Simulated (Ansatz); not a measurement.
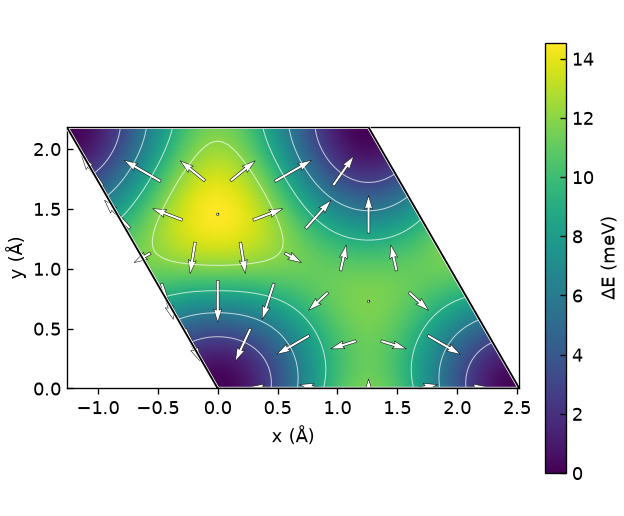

Energy landscape of Si on a Cu(111) slab cut from the Fm-3m phase, its upper half relaxed before the scan (12 atoms of substrate and one adsorbate in a 2 × 2 cell). 
- Si is moved over the surface cell at a fixed height above a rigid substrate; the origin of the map has the adsorbate above Cu9; the height is held at 3.00 Å.
- Places are given modulo a cell vector. The map is drawn in real space over the plane of the surface.
- Grid: 6 × 6 points; 10 points were computed and 26 follow by symmetry.
- Places are given in fractions of the 1 × 1 surface cell.
- All energies are given in meV relative to the lowest grid point.
- The runs have no spin polarisation, so an open-shell adsorbate far from the surface lies too high. At a fixed height the lowest place need not be the adsorption site.
- The calculation used DFT PBE+D3(BJ), scalar-relativistic, plane waves, PAW in Ansatz. Settings: cutoff 420 eV, k-mesh 6×6×1, gaussian smearing 0.1 eV, no spin polarisation.

In the figure: a smooth colour map with a few white contour lines, arrows along the force (downhill), their lengths compressed, the outline of one cell of the plane. Between grid points the surface is interpolated. 

Summarise what can be read from the map.

Answer. The lowest grid point is at the top site over a surface Cu atom, (0/6, 0/6) of the cell vectors. It is the only kind of minimum in the scanned range. The highest grid point, a threefold hollow over a second-layer Cu atom, (2/6, 4/6) of the cell vectors, lies 14.5 meV above the lowest. On the interpolated surface the easiest way out of the lowest well to its copy in the next cell or period passes a barrier of about 11 meV. At the lowest point the adsorbate has 1 Cu at 3.00 Å as nearest neighbours, at the highest 3 Cu at 3.33 Å.

Grid values (meV):

```csv
"second ↓, first →",0/6,1/6,2/6,3/6,4/6,5/6
5/6,2.7,7.6,12.5,12.5,7.6,2.7
4/6,8.4,12.5,14.5,12.5,8.4,6.4
3/6,11.5,12.5,12.5,11.5,10.5,10.5
2/6,8.4,7.6,8.4,10.5,11.7,10.5
1/6,2.7,2.7,6.4,10.5,10.5,6.4
0/6,0.0,2.7,8.4,11.5,8.4,2.7
```

Time for the 10 points that were run: 11 min on 4 threads of Arm Neoverse N1 (shared host).

PAW datasets: the set soft_1.
